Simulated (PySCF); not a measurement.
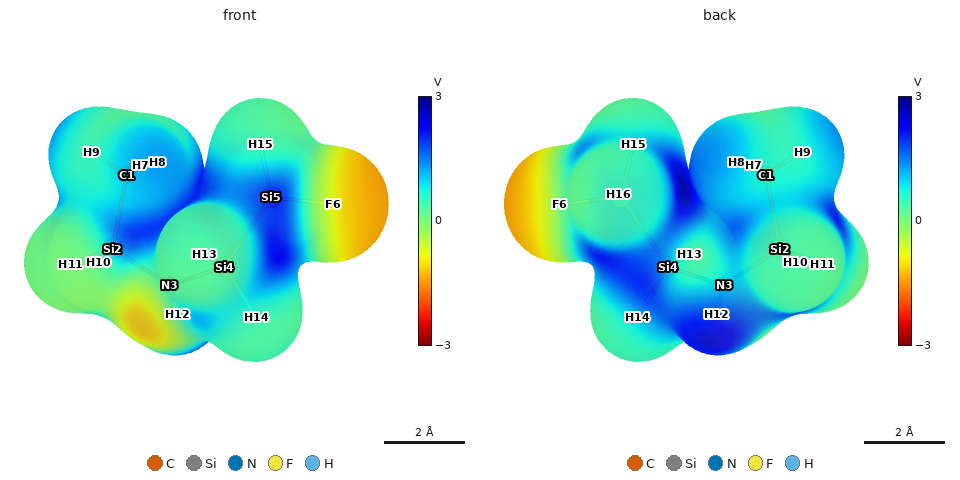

CH10FNSi3 (SMILES C[SiH2]N[SiH2][SiH2]F). The molecular electrostatic potential painted on the density surface at 0.004 e/bohr³, seen from the front and from behind; the colour scale runs from red (negative) to blue (positive).

Geometry: GFN2-xTB, coordinate held.

Theory: PBE0/pcSseg-1, SCF density, in a cyclohexane solvent model, non-relativistic (PySCF 2.14.0).

Input file:

```
{"job": {"kind": "nmr", "xc": "PBE0", "basis": "pcSseg-1", "solvent": "cyclohexane", "every": 1, "pop": false}, "charge": 0, "multiplicity": 1}
C      1.747717    -0.676779     0.582466
Si     1.346796    -0.660929    -1.269521
N     -0.199919     0.079560    -1.549551
Si    -1.097756     1.178500    -0.542352
Si    -1.702460     0.258491     1.482210
F     -3.088480     0.959374     1.938558
H      1.735379     0.327994     0.995084
H      1.034213    -1.272117     1.145890
H      2.735103    -1.091953     0.759991
H      1.273954    -2.028529    -1.797905
H      2.361740     0.121239    -1.986322
H     -0.783894    -0.454822    -2.171077
H     -0.233383     2.358728    -0.384364
H     -2.245166     1.562308    -1.381269
H     -0.840039     0.526883     2.633610
H     -2.053254    -1.163384     1.515559
```

Command:

```sh
OMP_NUM_THREADS=1 python ens_run.py task.json out
```

**Where is the surface potential most negative and most positive?**

The most negative region (about −1.4 V, or −32 kcal/mol for a unit charge) lies over F6, the most positive (about +2.5 V, or +58 kcal/mol for a unit charge) over Si5 and H12.

**How polar is the molecule by this calculation?**

Its dipole moment is 2.16 D.
